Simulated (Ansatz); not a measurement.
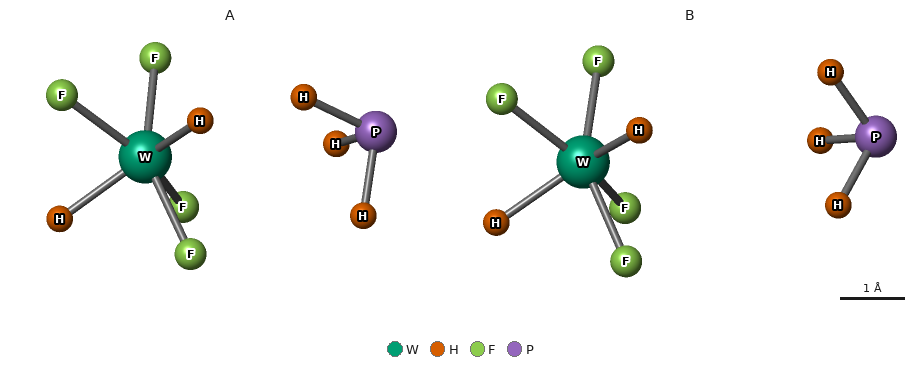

Two geometries of WPH5F4, drawn at one scale. One is the start of a relaxation, the other its converged end. A ball-and-stick model, seen face on.

These are results of Ansatz 0.2.0, RHF/def2-SVP, not measurements. Set-up: no spin polarisation; force threshold 0.03 eV/Å; at most 50 steps.

**Which of the two is the end point?**

Structure B is the relaxed one. The run prepares an end point of a later path (reaction) calculation, from a guessed geometry. Over 11 geometry steps the energy falls by 5.55 kcal/mol. The largest force component goes from 0.7 to 0.019 eV/Å. The forces were under the threshold at step 7, but the run went on from there. The largest move after the best rigid fit is that of an H atom, 1.13 Å. Largest moves by element: H 1.13 Å, P 0.65 Å, F 0.40 Å, W 0.36 Å. Near-neighbour distances that change, for instance: H–W 2.712 → 4.158 Å, H–W 1.698 → 1.665 Å, F–W 1.859 → 1.851 Å, H–P 1.419 → 1.415 Å. Among the angles between lasting bonds that change: H–W–F 130.5° → 126.9°, F–W–H 90.4° → 93.6°, F–W–H 124.0° → 126.4°. Cost: 39 s on 2 threads of Arm Neoverse V1 (shared host), peak memory 0.32 GiB.

Limits of the set-up: Hartree-Fock leaves out electron correlation.
